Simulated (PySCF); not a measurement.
## Electronic structure of C3H12NSi2 (doublet) in real space

Input

```
{"job": {"kind": "epr", "basis": "pcH-1"}, "charge": 0, "multiplicity": 2}
C      2.209409    -0.136159     0.591932
C      0.940854    -0.975718     0.564526
Si    -0.363154    -0.258120    -0.650310
C     -2.024822    -1.140430    -0.375359
N     -0.136760     0.140225    -2.227174
Si    -0.841411     1.893865     0.363603
H      2.966754    -0.580998     1.237204
H      2.628080    -0.046700    -0.408565
H      1.998094     0.868576     0.959134
H      0.548486    -1.065412     1.579867
H      1.192526    -1.986253     0.236441
H     -2.771326    -0.715163    -1.034546
H     -1.936134    -2.194030    -0.615314
H     -2.380027    -1.054302     0.647315
H      0.766176     0.348208    -2.624643
H     -0.822056     1.716604     1.817555
H     -2.164643     2.329043    -0.061296
H      0.181196     2.863082    -0.012027
```

Run with:

```sh
OMP_NUM_THREADS=1 python probes_run.py task.json out
```

Geometry: GFN2-xTB.

The calculation used UKS B3LYP, pcH-1 on C H N Si, non-relativistic, mean-field spin-orbit, GIAO in PySCF.

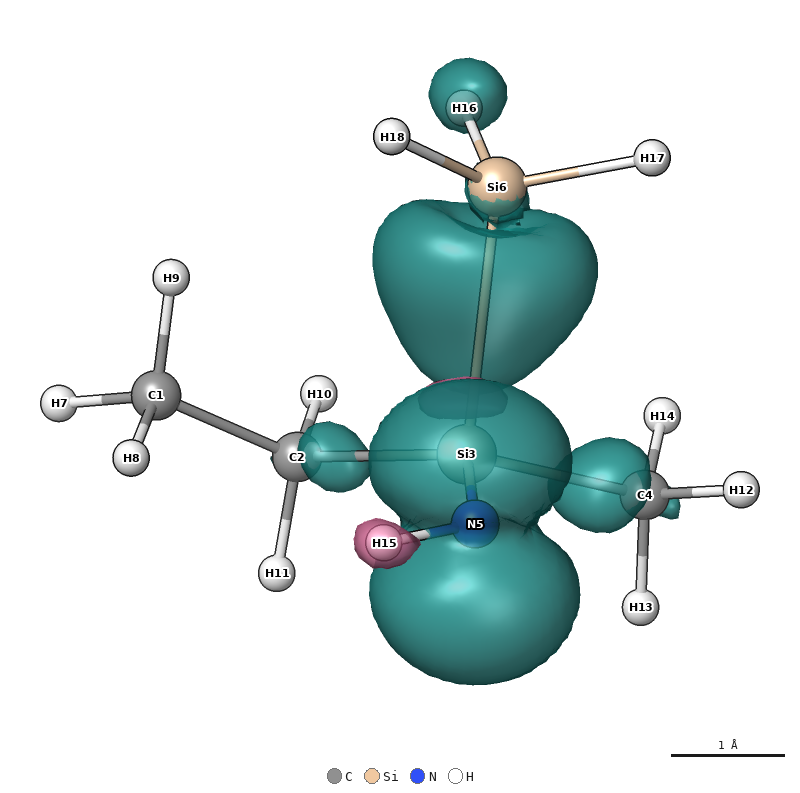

Figure 1. Isosurfaces of the spin density at +0.02 (teal) and −0.02 e/Å³ (pink), seen at a tilt.

Question: Where is the unpaired spin?

Answer: The unpaired spin (1 electron) lies mostly on N5 (about 0.6), Si6 (about 0.2) and Si3 (about 0.1), in electrons by Hirshfeld's partition.

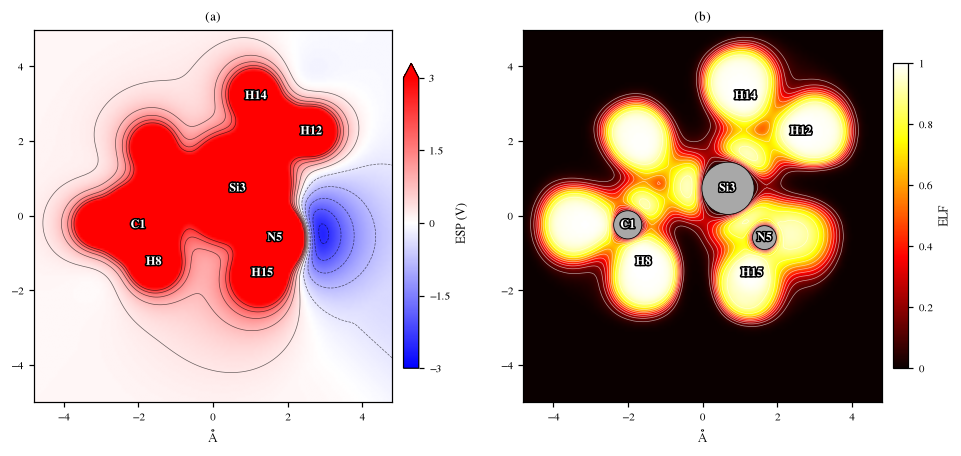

Figure 2. (a) electrostatic potential; (b) electron localisation function on the plane of atoms Si3, N5 and H15. Grey discs cover the atomic cores in the ELF map.

Question: What does the map show?

Answer: Atoms in the plane: C, Si, N and H.
Si–N (1.64 Å): the ELF peaks at about 0.90 between the atoms, as expected for a polar covalent bond.
N–H (1.01 Å): the ELF climbs to about 1 towards the hydrogen, as it does in any bond to H; an ordinary covalent bond to hydrogen.
C–H (1.09 Å): the ELF climbs to about 1 towards the hydrogen; a covalent bond by its length.
The ELF also peaks beside N5, away from the bonds: non-bonding electrons, paired or unpaired.
Outside the dense part of the molecule the potential is most negative (−2.6 V) near N5.

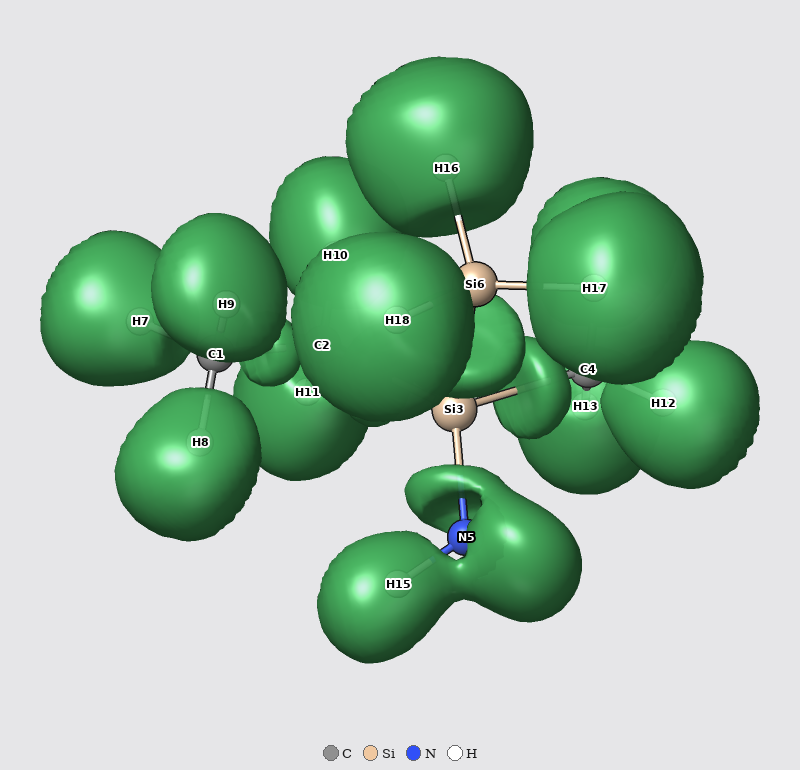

Figure 3. Isosurface of the ELF at 0.8 (green), seen from one side. Core shells and regions of very low density are left out.

Question: Identify the bonds, lone pairs and shells in this picture.

Answer: At this value the surface marks out one region between bonded C–C atoms (shared pairs), two regions between bonded C–Si atoms (shared pairs), one region between bonded Si–Si atoms (shared pairs), eleven regions around hydrogen nuclei and one joined region spread over several atoms (H, N), in which their bonds and any lone pairs are merged.


C–C (1.52 Å): the ELF peaks at about 0.95 between the atoms (a shared electron pair).
